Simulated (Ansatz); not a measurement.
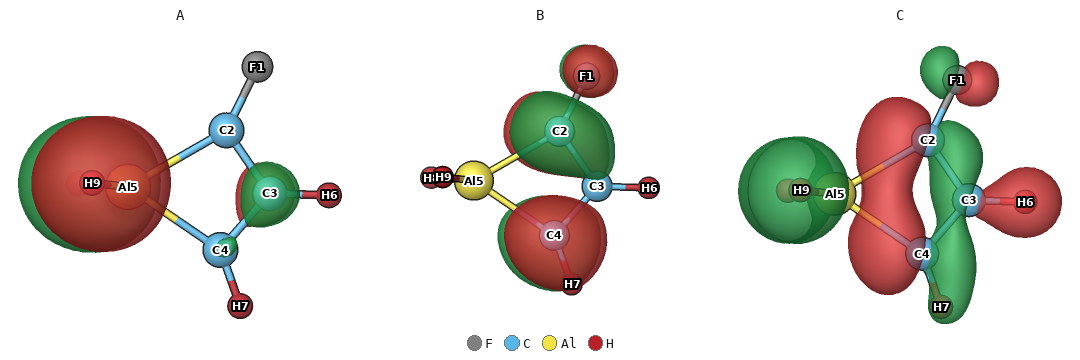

*C3H4AlF. Three frontier orbitals at ±0.1 Å⁻³ᐟ² (green and red are the two phases), in no order.*

All numbers below come from RKS B3LYP/def2-SVP in Ansatz.

The calculation's input:

```
crystal:
  periodic: [false, false, false]
  atoms:
    - { symbol: F, position_ang: [1.7627, 1.3591, 1.2547] }
    - { symbol: C, position_ang: [0.8321, 0.6308, 0.5508] }
    - { symbol: C, position_ang: [0.966, -0.2768, -0.4823] }
    - { symbol: C, position_ang: [-0.3885, -0.6065, -0.5959] }
    - { symbol: Al, position_ang: [-1.1178, 0.4748, 0.6968] }
    - { symbol: H, position_ang: [1.8738, -0.6174, -1.0029] }
    - { symbol: H, position_ang: [-0.6133, -1.6873, -0.361] }
    - { symbol: H, position_ang: [-2.63901, 0.67455, 0.564] }
    - { symbol: H, position_ang: [-2.4183, 1.0068, 1.5279] }
basis:
  gaussian: { orbitals: def2-SVP }
hamiltonian:
  xc: b3lyp
relax:
  f_tol: 0.02
  max_steps: 50
output:
  orbitals: {}
```

Command:

```sh
ansatz run input.yaml --threads 2 --pin off --max-ram 3072MiB --backend cpu --events-out ev --progress --plain --runs-dir out
```

The fields are those of the run's last geometry, not of the input's.

Question: Which picture is the HOMO−1, the HOMO and the LUMO?

Answer: C is the HOMO−1 (−7.90 eV). By Hirshfeld shares it lies mainly on Al5 (about 25 %), C4 (about 15 %), C2 (about 15 %), H8 (about 15 %), H9 (about 15 %) and C3 (about 10 %). A is the HOMO (−7.46 eV). By Hirshfeld shares it lies mainly on Al5 (about 35 %), H8 (about 30 %) and H9 (about 30 %). B is the LUMO (−3.50 eV). By Hirshfeld shares it lies mainly on C4 (about 35 %), C2 (about 35 %), F1 (about 10 %) and C3 (about 10 %).

Question: What is the HOMO–LUMO gap?

Answer: 3.96 eV between the orbital energies.
